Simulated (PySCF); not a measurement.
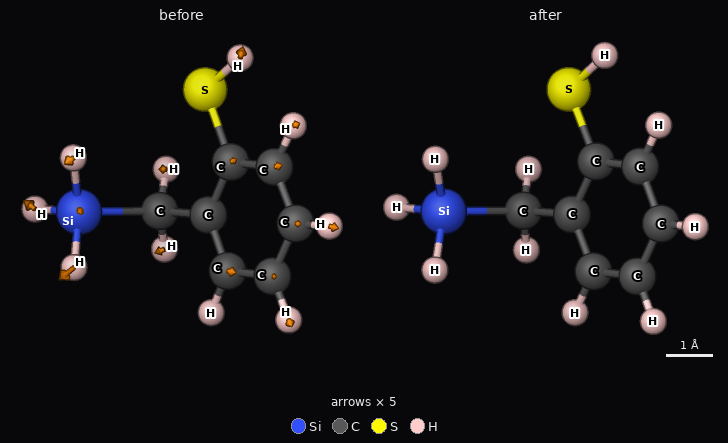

The structure of C7H10SSi before (left) and after (right) a relaxation, at one scale. The orange arrows give the displacements, magnified 5 times.

A ball-and-stick model, seen at a tilt.

The start comes from GFN2-xTB. Its atoms were then displaced at random by about 0.01 Å.

Theory: PBE0-D3(BJ)/def2-SVP geometry optimisation, gas phase in PySCF 2.14.0, density-fitted response routines. 

> Summarise the run.

Over 6 geometry steps the energy falls by 0.220 eV. An H atom moves most after the best rigid fit: 0.11 Å. By element the largest moves are H 0.11 Å, C 0.05 Å, Si 0.03 Å, S 0.01 Å. Some distances before and after: H–Si 1.445 → 1.497 Å, C–C 1.356 → 1.400 Å, C–Si 1.932 → 1.900 Å, C–H 1.061 → 1.092 Å. Bond angles that change, for instance: H–Si–H 112.8° → 108.7°, C–C–H 122.1° → 118.5°, C–Si–H 108.1° → 110.9°.
